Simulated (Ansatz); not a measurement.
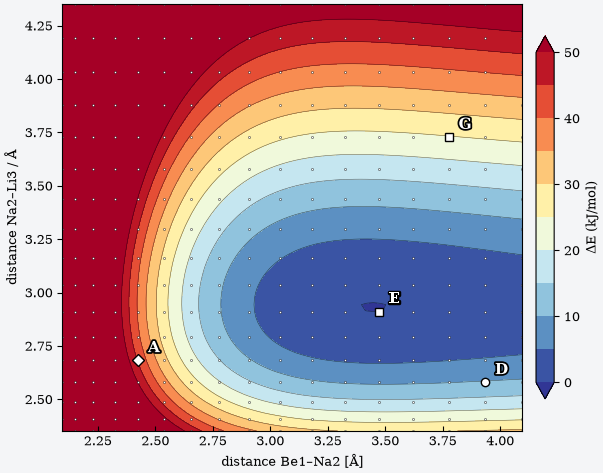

The system Be + NaLi. The first coordinate is: distance Be1–Na2; the second: distance Na2–Li3. Nothing is relaxed (the angle Be1–Na2–Li3 is fixed at 180 degrees). The scan uses a 17 × 17 grid. Energies: kJ/mol, counted from the lowest grid point. The restricted reference is unstable at some or all points, so the energies there are unreliable. Method: RHF-MP2, frozen core/def2-TZVPD (Ansatz 0.2.0).

Drawn: filled contours, dots at the grid points, one colour for all values above the top of the scale, lettered points. Between grid points the surface is interpolated.

> Is E the lowest point of the computed grid?

Yes. E, at distance Be1–Na2 = 3.472 Å, distance Na2–Li3 = 2.911 Å, has the lowest energy of the grid.

> What kind of point is each of A, D, E, G: minimum, saddle, maximum or slope?

A: on a slope; D: on a slope; E: minimum; G: on a slope. (In these two coordinates alone; a stationary point may lie a little off the grid point.)
